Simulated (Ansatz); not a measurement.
# Ca3AsF3: complex band structure, part 2 of 3

Aim: relax a made-up compound, Ca3AsF3, and see how good a tunnel barrier it would be. It is built by putting F for Cl in the Ca3AsCl3 structure of space group Pm-3m, with the volume rescaled by atomic radii. The parent structure comes from the Materials Project.

Ansatz 0.2.0; LDA DFT, plane waves, PAW files (the session's first sound run).

So far. Step 2 (Relaxing the new crystal): The largest force component on a free atom ends at 1.0e-29 eV/Å.

The structure was built from a prototype and need not be the compound's stable phase.

### 3. The bulk crystal and its band edges

The energy window and the wavevectors of the next steps follow from the band edges, so these are searched first, off the mesh as well.

File input.yaml:

```yaml
crystal:
  lattice:
    - [5.2321382056, 0.0, 0.0]
    - [0.0, 5.2321382056, 0.0]
    - [0.0, 0.0, 5.2321382056]
  atoms:
    - { symbol: Ca, position: [0.5, 0.0, 0.0] }
    - { symbol: Ca, position: [0.0, 0.5, 0.0] }
    - { symbol: Ca, position: [0.0, 0.0, 0.5] }
    - { symbol: As, position: [0.0, 0.0, 0.0] }
    - { symbol: F, position: [0.5, 0.0, 0.5] }
    - { symbol: F, position: [0.5, 0.5, 0.0] }
    - { symbol: F, position: [0.0, 0.5, 0.5] }
kpoints:
  mp_grid: { grid: [4, 4, 4] }
  band_path: { path: [VBM, CBM], npoints: 30 }
scf:
  occupations: { method: fixed }
hamiltonian:
  xc: lda
output:
  eigenvalues: true
  write_potential: true
  write_density: true
  volumetric_format: npy
  elf: true
```

Run with:

```bash
$ ansatz run input.yaml --threads 2 --pin off --max-ram 4096MiB --backend cpu --events-out ev --progress --plain --runs-dir out
```

Numbers of over 12 decimals in the logs are rounded to 6 here.

Log:

```text
[...]
Crystal: 7 atoms, lattice volume = 143.231 Å³
Basis set: ecut = 420 eV, 2801 PW (Γ)
Bands: 40, of which v1, the nominal top of the filled ones, is band 33 counted from 1 (32 counted from 0)
Symmetry: 48 space group operations
[...]
k-points: 10 of 64
[...]
SCF iter   1: F=—  HF=-12482.501779 eV  |F-HF|=—  |Δ(HF+E_count)|=         —  Δρ=1.22e-2  dr2=1.61e-1  ethr=1.77e-3  ⟨swp⟩=5.5  Hψ=1393  notcnv=0  defer=44
[...]
SCF iter   8: F=-12482.460840 eV  HF=-12482.460840 eV  |F-HF|=5.98e-9  |Δ(HF+E_count)|=   1.75e-8  Δρ=1.53e-6  dr2=7.84e-9  ethr=1.52e-10  ⟨swp⟩=14.0  Hψ=1767  notcnv=0
SCF 1 converged in 8 iterations: F = -12482.460840 eV  dr2 = 7.84e-9
[...]
NSCF: frozen V_eff on 20 k-points
[...]
SCF converged after 8 iterations
Free energy (F): -12482.460840 eV
[...]
Internal energy: -12482.460840 eV  (E = F + TS)
E sigma→0 (E₀):  -12482.460840 eV
Fermi energy:    5.420439 eV
[...]
--- Band table (eV; the first three rows and the last of 10) ---
  k-point 0: bands = [... 29 lower, 1.6285, 5.4204, 5.4204, 5.4204, 7.3749, 7.4200, 7.4200, 7.4200, ... 3 higher]
  k-point 1: bands = [... 29 lower, 1.5948, 4.3521, 5.1335, 5.1335, 7.5189, 7.9440, 8.0460, 8.0460, ... 3 higher]
  k-point 2: bands = [... 29 lower, 1.5608, 3.5453, 4.9259, 4.9259, 7.6335, 8.6966, 8.6966, 8.9787, ... 3 higher]
  k-point 9: bands = [... 29 lower, 1.7397, 3.4486, 3.4486, 3.4486, 9.0846, 10.1505, 10.1505, 10.1505, ... 3 higher]
```

Wall time 7.7 s (2 threads of Arm Neoverse V2, shared host); peak memory 0.38 GiB; 15 s of CPU time.

This step gave:

| Item | Value |
| --- | --- |
| Fermi energy | 5.420 eV |
| gap on the k-mesh | 1.954 eV |
| gap on path | 1.954 eV, by band count; negative where bands overlap |
| direct gap on path | 1.954 eV |
| edge places on path | 0, 0 1/A along the path |

Levels at VBM (eV): -4.53, -4.53, -4.53, -4.27, -4.27, -4.27, -3.79, -3.79, -3.79, 0.00, 0.00, 0.00, 1.95, 2.00, 2.00, 2.00, 4.22, 4.22, 4.86.

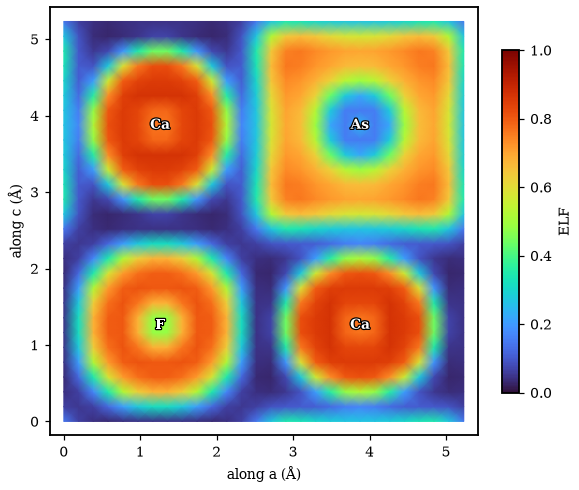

ELF in the ac plane at fractional y = 0.000, with atoms of Ca and As and F within 0.2 Å of it. It is the smooth field of the valence electrons, not physical close to the nuclei. The map starts off the cell's origin, so that atoms lie inside it.

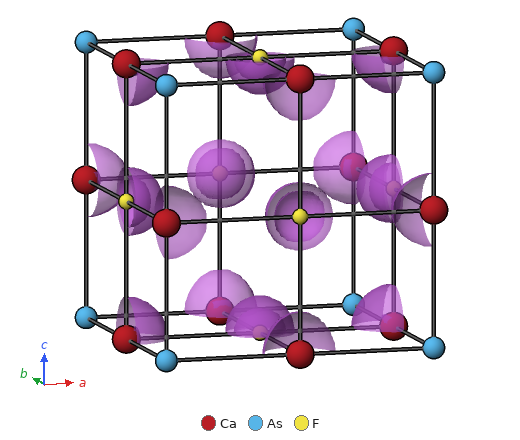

Surface of ELF = 0.8.

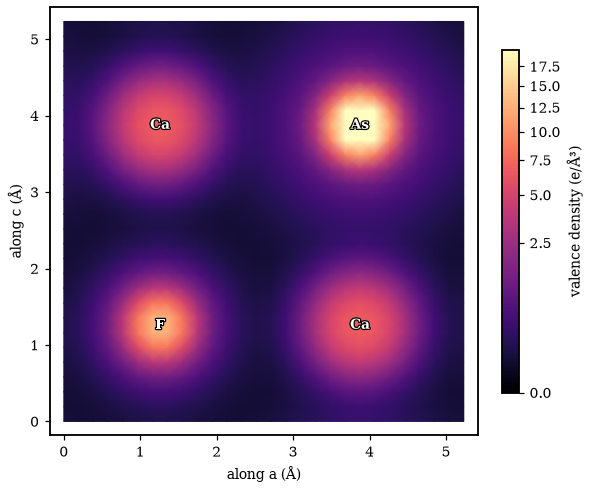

Valence density in the ac plane at fractional y = 0.000, with atoms of Ca and As and F within 0.2 Å of it. It is the smooth field of the valence electrons, not physical close to the nuclei. The map starts off the cell's origin, so that atoms lie inside it. The colour scale is stretched toward low values.

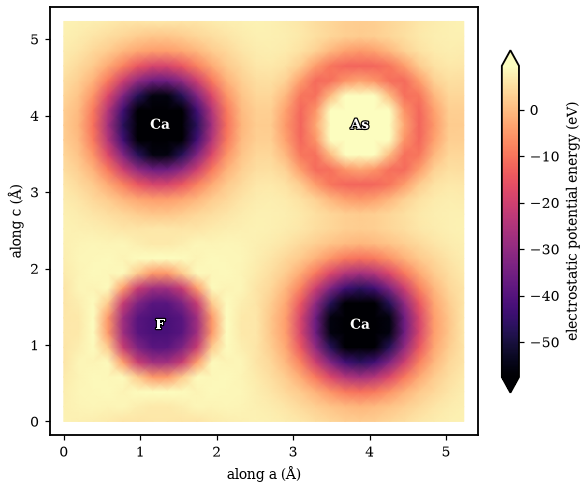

Electrostatic potential energy in the ac plane at fractional y = 0.000, with atoms of Ca and As and F within 0.2 Å of it. With pseudopotentials it is smooth inside the atoms' cores, unlike the true potential. The map starts off the cell's origin, so that atoms lie inside it.

The searched edges give 1.95 eV, as on the mesh.

### 4. Decaying states in the gap

This step: LDA DFT, plane waves, PAW files; complex bands by layer matching along the plane's normal (Ansatz 0.2.0).

The same crystal is laid in a cell whose first two vectors span the (001) plane (indices of the standard conventional cell, whose axes can be ordered otherwise than in the bulk input). At fixed energy and wavevector in the plane the solver finds all kz, real and complex. A few wavevectors are listed, (0, 0) and (0.5, 0) in units of the plane's reciprocal vectors; the slowest state needn't be among them.

File input.yaml:

```yaml
crystal:
  lattice:
    - [5.232138206, 0.0, 0.0]
    - [0.0, 5.232138206, 0.0]
    - [0.0, 0.0, 5.232138206]
  atoms:
    - { symbol: Ca, position: [0.5, 0.0, 0.0] }
    - { symbol: Ca, position: [0.0, 0.5, 0.0] }
    - { symbol: Ca, position: [0.0, 0.0, 0.5] }
    - { symbol: As, position: [0.0, 0.0, 0.0] }
    - { symbol: F, position: [0.5, 0.0, 0.5] }
    - { symbol: F, position: [0.5, 0.5, 0.0] }
    - { symbol: F, position: [0.0, 0.5, 0.5] }
kpoints:
  mp_grid: { grid: [6, 6, 6] }
scf:
  occupations: { method: fixed }
hamiltonian:
  xc: lda
output:
  eigenvalues: true
  transmission:
    leads: [[0, 0]]
    kpoints: [[0.0, 0.0], [0.5, 0.0]]
    e_range: [-1.0, 2.95]
    de: 0.1
```

Log:

```text
[...]
Crystal: 7 atoms, lattice volume = 143.231 Å³
Basis set: ecut = 420 eV, 2801 PW (Γ)
Bands: 40, of which v1, the nominal top of the filled ones, is band 33 counted from 1 (32 counted from 0)
Symmetry: 48 space group operations
[...]
k-points: 20 of 216
[...]
SCF iter   1: F=—  HF=-12482.505746 eV  |F-HF|=—  |Δ(HF+E_count)|=         —  Δρ=1.22e-2  dr2=1.61e-1  ethr=1.77e-3  ⟨swp⟩=5.6  Hψ=2797  notcnv=0  defer=89
[...]
SCF iter   8: F=-12482.464612 eV  HF=-12482.464612 eV  |F-HF|=6.11e-9  |Δ(HF+E_count)|=   1.71e-8  Δρ=1.56e-6  dr2=8.14e-9  ethr=1.52e-10  ⟨swp⟩=14.2  Hψ=3623  notcnv=0
SCF 1 converged in 8 iterations: F = -12482.464612 eV  dr2 = 8.14e-9
[...]
transmission: 8 of 16 steps passed
transmission: 16 of 16 steps passed
SCF converged after 8 iterations
Free energy (F): -12482.464612 eV
[...]
Internal energy: -12482.464612 eV  (E = F + TS)
E sigma→0 (E₀):  -12482.464612 eV
Fermi energy:    5.419280 eV
[...]
--- Band table (eV; the first three rows and the last of 20) ---
  k-point 0: bands = [... 29 lower, 1.6287, 5.4193, 5.4193, 5.4193, 7.3749, 7.4199, 7.4199, 7.4199, ... 3 higher]
  k-point 1: bands = [... 29 lower, 1.6120, 4.8298, 5.2614, 5.2614, 7.4677, 7.6683, 7.7384, 7.7384, ... 3 higher]
  k-point 2: bands = [... 29 lower, 1.5782, 3.9300, 5.0221, 5.0221, 7.5737, 8.2651, 8.3594, 8.3594, ... 3 higher]
  k-point 19: bands = [... 29 lower, 1.7400, 3.4477, 3.4477, 3.4477, 9.0848, 10.1504, 10.1504, 10.1504, ... 3 higher]
--- Transmission ---
  basis      : 241 plane waves across, 8 finite elements along
  points     : 2, as listed
  energies   : 40 from -1.000000 to 2.900000 eV about the Fermi level, 0.100000 eV apart; the leads are filled to 0.977826 eV, and channels, transmission and decay are at 1.000000 eV
  crystal 0  : Ca3As1F3, at the sites [0, 0], period 5.2321 Å: whole cells are its period
    offset         : up to 0.0000 Å between an atom of the period and one for which it stands
    channels       : 0.000000e0 a spin
    conductance    : none, the energies end too early or step too widely for 300 K: set another output.transmission.e_range or a lower de, or, where they end at an eighth of basis.ecutwfc, a higher one
    slowest decay  : 0.1806 /Å at (0.0000, 0.0000)
```

The job ended after 36 s (2 threads; peak memory 0.65 GiB; 58 s of CPU time).

Numbers from this step:

- free energy: -12482.4646 eV
- Fermi energy: 5.419 eV
- gap on the k-mesh: 1.956 eV
- level to which the leads are filled: 0.9778 eV from the Fermi level
- decay constant at the filling level, zone centre: 0.1806 Å⁻¹
- decay constant at the filling level, slowest listed point: 0.1806 Å⁻¹

K parallel (0, 0); values up to 1.5 1/Å, a degenerate pair printed once or twice; energies at which all values exceed this have no row. The Im kz of the slowest decaying states by energy, zero at the highest filled level on the SCF mesh:

```
energy (eV)  decay 1 (Å⁻¹)  decay 2 (Å⁻¹)  decay 3 (Å⁻¹)  decay 4 (Å⁻¹)
    -1.0000          0.424          0.547          0.587          0.917
    -0.8000          0.336          0.544          0.588          0.911
    -0.5000         0.0469          0.536          0.589          0.900
    -0.3000          0.529          0.588          0.892          0.924
     0.0000        0.00253        0.00435          0.515          0.585
     0.2000         0.0990          0.180          0.503          0.582
     0.5000          0.146          0.241          0.482          0.576
     0.7000          0.165          0.255          0.465          0.571
     1.0000          0.181          0.256          0.435          0.562
     1.2000          0.183          0.244          0.411          0.554
     1.5000          0.172          0.210          0.372          0.537
     1.7000          0.146          0.170          0.345          0.435
     2.0000        0.00725         0.0210          0.311          0.516
     2.2000          0.294          0.503          0.722          0.826
     2.5000          0.276          0.325          0.482          0.696
     2.7000          0.266          0.375          0.465          0.678
```

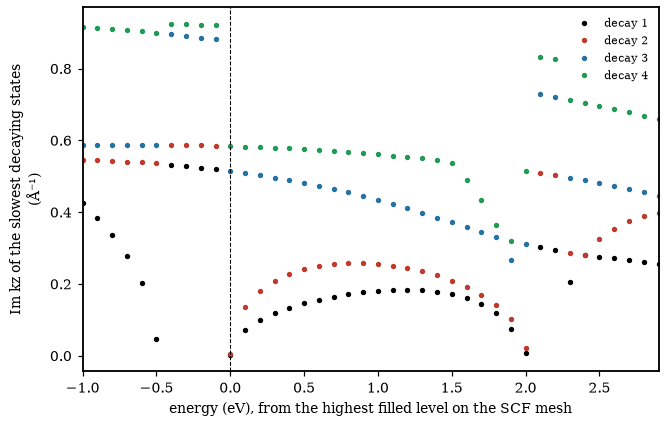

Im kz of the slowest decaying states, plotted against energy.

K parallel (0, 0). Table of Re kz of states that move upwards by energy, zero at the highest filled level on the SCF mesh:

```
energy (eV)  channel 1 (Å⁻¹)  channel 2 (Å⁻¹)  channel 3 (Å⁻¹)  channel 4 (Å⁻¹)
    -1.0000           -0.286                -                -                -
    -0.8000           -0.244                -                -                -
    -0.5000           -0.181                -                -                -
    -0.3000           -0.311           -0.311           -0.134                -
     0.0000                -                -                -                -
     0.2000                -                -                -                -
     0.5000                -                -                -                -
     0.7000                -                -                -                -
     1.0000                -                -                -                -
     1.2000                -                -                -                -
     1.5000                -                -                -                -
     1.7000                -                -                -                -
     2.0000           0.0710                -                -                -
     2.2000            0.155            0.155            0.180            0.508
     2.5000            0.261            0.261            0.292                -
     2.7000            0.323            0.323            0.356                -
```

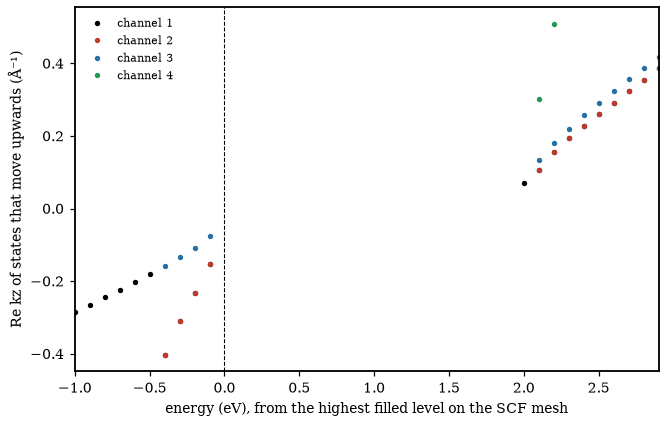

Re kz of states that move upwards, plotted against energy.

K parallel (0.5, 0); values up to 1.5 1/Å, a degenerate pair printed once or twice; energies at which all values exceed this have no row. Im kz of the slowest decaying states against energy, zero at the highest filled level on the SCF mesh:

```
energy (eV)  decay 1 (Å⁻¹)  decay 2 (Å⁻¹)  decay 3 (Å⁻¹)  decay 4 (Å⁻¹)
    -1.0000          0.207          0.532          0.601          0.907
    -0.8000          0.543          0.601          0.909          0.939
    -0.5000          0.553          0.600          0.910          0.935
    -0.3000          0.122          0.209          0.555          0.598
     0.0000          0.185          0.288          0.555          0.594
     0.2000          0.212          0.311          0.552          0.590
     0.5000          0.242          0.326          0.545          0.583
     0.7000          0.257          0.326          0.538          0.577
     1.0000          0.273          0.314          0.524          0.566
     1.2000          0.281          0.300          0.513          0.558
     1.5000          0.266          0.289          0.492          0.545
     1.7000          0.233          0.291          0.476          0.535
     2.0000          0.157          0.291          0.446          0.517
     2.2000         0.0413          0.288          0.422          0.504
     2.5000          0.278          0.378          0.483          0.680
     2.7000          0.266          0.340          0.468          0.590
```

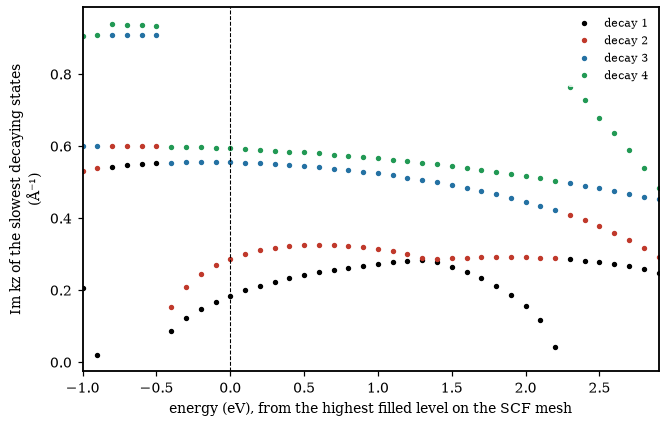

Im kz of the slowest decaying states against energy.

At the listed wavevectors the last open channel is at -0.10 eV and the next at +2.00 eV on the grid. At +1.00 eV, the grid energy nearest the filling level (the middle of the gap on the SCF mesh), the slowest state at the listed wavevectors decays with κ = 0.181 Å⁻¹, its amplitude falling by e over 5.5 Å. Through 1 nm of this crystal that state's transmission falls by exp(−2 × 0.181 Å⁻¹ × 10 Å) = 0.027.

### 5. Decay over the two-dimensional zone

The listed points could miss the slowest state, so one energy near mid-gap is solved on a mesh of 8×8.

input.yaml, as its differences from that of step 4:

```diff
@@ -21,6 +21,2 @@
   eigenvalues: true
-  transmission:
-    leads: [[0, 0]]
-    kpoints: [[0.0, 0.0], [0.5, 0.0]]
-    e_range: [-1.0, 2.95]
-    de: 0.1
+  transmission: { leads: [[0, 0]], kmesh: [8, 8], e_range: [0.98, 0.99], de: 0.05 }
```

Log:

```text
[...]
Crystal: 7 atoms, lattice volume = 143.231 Å³
Basis set: ecut = 420 eV, 2801 PW (Γ)
Bands: 40, of which v1, the nominal top of the filled ones, is band 33 counted from 1 (32 counted from 0)
Symmetry: 48 space group operations
[...]
k-points: 20 of 216
[...]
SCF iter   1: F=—  HF=-12482.505746 eV  |F-HF|=—  |Δ(HF+E_count)|=         —  Δρ=1.22e-2  dr2=1.61e-1  ethr=1.77e-3  ⟨swp⟩=5.6  Hψ=2797  notcnv=0  defer=89
[...]
SCF iter   8: F=-12482.464612 eV  HF=-12482.464612 eV  |F-HF|=6.11e-9  |Δ(HF+E_count)|=   1.71e-8  Δρ=1.56e-6  dr2=8.14e-9  ethr=1.52e-10  ⟨swp⟩=14.2  Hψ=3623  notcnv=0
SCF 1 converged in 8 iterations: F = -12482.464612 eV  dr2 = 8.14e-9
[...]
transmission: 28 of 105 steps passed
transmission: 56 of 105 steps passed
transmission: 84 of 105 steps passed
transmission: 105 of 105 steps passed
SCF converged after 8 iterations
Free energy (F): -12482.464612 eV
[...]
Internal energy: -12482.464612 eV  (E = F + TS)
E sigma→0 (E₀):  -12482.464612 eV
Fermi energy:    5.419280 eV
[...]
--- Band table (eV; the first three rows and the last of 20) ---
  k-point 0: bands = [... 29 lower, 1.6287, 5.4193, 5.4193, 5.4193, 7.3749, 7.4199, 7.4199, 7.4199, ... 3 higher]
  k-point 1: bands = [... 29 lower, 1.6120, 4.8298, 5.2614, 5.2614, 7.4677, 7.6683, 7.7384, 7.7384, ... 3 higher]
  k-point 2: bands = [... 29 lower, 1.5782, 3.9300, 5.0221, 5.0221, 7.5737, 8.2651, 8.3594, 8.3594, ... 3 higher]
  k-point 19: bands = [... 29 lower, 1.7400, 3.4477, 3.4477, 3.4477, 9.0848, 10.1504, 10.1504, 10.1504, ... 3 higher]
--- Transmission ---
  basis      : 241 plane waves across, 7 finite elements along
  points     : 15, standing for a mesh of 8 x 8
  energies   : 1 from 0.980000 to 0.980000 eV about the Fermi level; the leads are filled to 0.977826 eV, and channels, transmission and decay are at 0.980000 eV
  crystal 0  : Ca3As1F3, at the sites [0, 0], period 5.2321 Å: whole cells are its period
[...]
channels       : 0.000000e0 a spin
    conductance    : none, crystal 0 has no channel at the energies, or these end too early or step too widely for 300 K: set another output.transmission.e_range or a lower de, or, where they end at an eighth of basis.ecutwfc, a higher one
    slowest decay  : 0.1799 /Å at (0.0000, 0.0000)
```

Run time: 29 s. Hardware: 2 threads; peak memory 0.78 GiB; 56 s of CPU time.

This step gave:

| Property | Result |
| --- | --- |
| least decay constant on the mesh | 0.1799 Å⁻¹ |

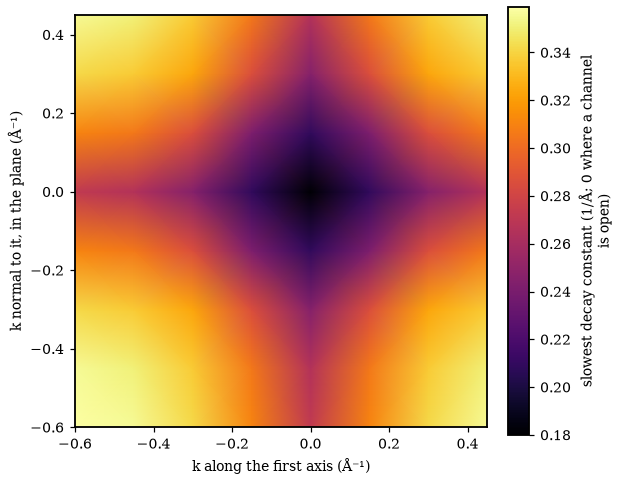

Slowest decay constant (1/Å; 0 where a channel is open) over k1 and k2. At 0.9800 eV from the Fermi level.

The least value on the mesh is 0.180 Å⁻¹ at +0.98 eV. At that energy the listed points give about 0.180 Å⁻¹ by interpolation, so the mesh holds no clearly slower state.

### 6. Band edges at another level, cutoff 500 eV

This step: r2SCAN DFT, plane waves, PAW files (Ansatz 0.2.0).

The edges again with r2SCAN, at the same atoms. Against that run the cutoff is 500 eV against 420.

File input.yaml:

```yaml
crystal:
  lattice:
    - [5.2321382056, 0.0, 0.0]
    - [0.0, 5.2321382056, 0.0]
    - [0.0, 0.0, 5.2321382056]
  atoms:
    - { symbol: Ca, position: [0.5, 0.0, 0.0] }
    - { symbol: Ca, position: [0.0, 0.5, 0.0] }
    - { symbol: Ca, position: [0.0, 0.0, 0.5] }
    - { symbol: As, position: [0.0, 0.0, 0.0] }
    - { symbol: F, position: [0.5, 0.0, 0.5] }
    - { symbol: F, position: [0.5, 0.5, 0.0] }
    - { symbol: F, position: [0.0, 0.5, 0.5] }
kpoints:
  mp_grid: { grid: [4, 4, 4] }
  band_path: { path: [VBM, CBM], npoints: 30 }
scf:
  occupations: { method: fixed }
hamiltonian:
  xc: r2scan
output:
  eigenvalues: true
```

Log:

```text
[...]
Crystal: 7 atoms, lattice volume = 143.231 Å³
Basis set: ecut = 500 eV, 3743 PW (Γ), exchange–correlation on 160×160×160 points (64 copies of the dense FFT grid, shifted against one another)
Bands: 40, of which v1, the nominal top of the filled ones, is band 33 counted from 1 (32 counted from 0)
Symmetry: 48 space group operations
[...]
k-points: 10 of 64
[...]
SCF iter   1: F=—  HF=-12769.472073 eV  |F-HF|=—  |Δ(HF+E_count)|=         —  Δρ=9.02e-3  dr2=1.26e-1  dr2_τ=9.74e-2  ethr=1.77e-3  ⟨swp⟩=5.4  Hψ=1409  notcnv=0  defer=39
[...]
SCF iter   7: F=-12769.649786 eV  HF=-12769.649786 eV  |F-HF|=3.09e-8  |Δ(HF+E_count)|=   1.68e-6  Δρ=6.41e-6  dr2=7.15e-8  dr2_τ=3.88e-9  ethr=1.52e-10  ⟨swp⟩=12.9  Hψ=2198  notcnv=0
SCF 1 converged in 7 iterations: F = -12769.649786 eV  dr2 = 7.15e-8
[...]
SCF converged after 7 iterations
Free energy (F): -12769.649786 eV
[...]
Internal energy: -12769.649786 eV  (E = F + TS)
E sigma→0 (E₀):  -12769.649786 eV
Fermi energy:    5.499893 eV
[...]
--- Band table (eV; the first three rows and the last of 10) ---
  k-point 0: bands = [... 29 lower, 1.4931, 5.4999, 5.4999, 5.4999, 8.0603, 8.0603, 8.0603, 8.2357, ... 3 higher]
  k-point 1: bands = [... 29 lower, 1.4625, 4.4725, 5.2409, 5.2409, 8.1608, 8.6774, 8.6774, 8.7861, ... 3 higher]
  k-point 2: bands = [... 29 lower, 1.4316, 3.6611, 5.0409, 5.0409, 8.2768, 9.3464, 9.3464, 9.7847, ... 3 higher]
  k-point 9: bands = [... 29 lower, 1.5987, 3.5389, 3.5389, 3.5389, 9.7842, 10.9061, 10.9061, 10.9061, ... 3 higher]
```

It took 15 s on 2 threads; peak memory 0.62 GiB; 28 s of CPU time.

This step gave:

- free energy: -12769.6498 eV
- Fermi energy: 5.500 eV
- gap on the k-mesh: 2.560 eV
- gap on path: 2.560 eV, by band count; negative where bands overlap
- direct gap on path: 2.560 eV

Levels at VBM (eV): -4.68, -4.68, -4.68, -4.44, -4.44, -4.44, -4.01, -4.01, -4.01, 0.00, 0.00, 0.00, 2.56, 2.56, 2.56, 2.74, 4.96, 4.96, 5.56.

The searched edges give 2.56 eV, as on the mesh.

Between step 3 and this run (r2SCAN and cutoff 500 eV) the value for the gap on the k-mesh moves from 1.95 eV to 2.56 eV.

(Continued in part 3 of 3.)

[Logs are printed without paths, hosts, clocks, repeated set-up lines and the standing remarks that a program may print on its own settings, such as how far it seeks lower states.]

[Hosts, paths, dates, database ids (printed as entryN), source tags and the programs' standing remarks are cut or masked in the printed files.]
